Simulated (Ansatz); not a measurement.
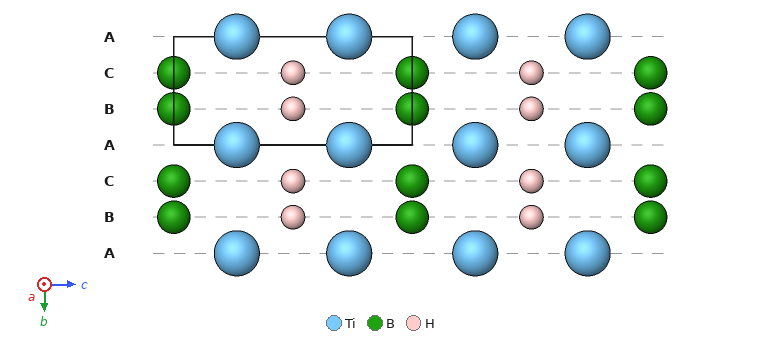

The picture looks along a close-packed row of the hexagonal mesh; c points to the right. The dashed lines mark the three columns A (0, 0), B (1/3, 2/3) and C (2/3, 1/3). The sequence starts with the first layer at or above the cell's origin.

System TiBH; source of the atomic positions: the geometry relaxed with DFT PBE, scalar-relativistic, plane waves, PAW in Ansatz 0.2.0; the starting structure was generated, so it need not be a known form of this composition.

> List the layers of one repeat.

B(B)+B(C) – Ti(A) – H(B)+H(C) – Ti(A) (four layers in 5.82 Å).
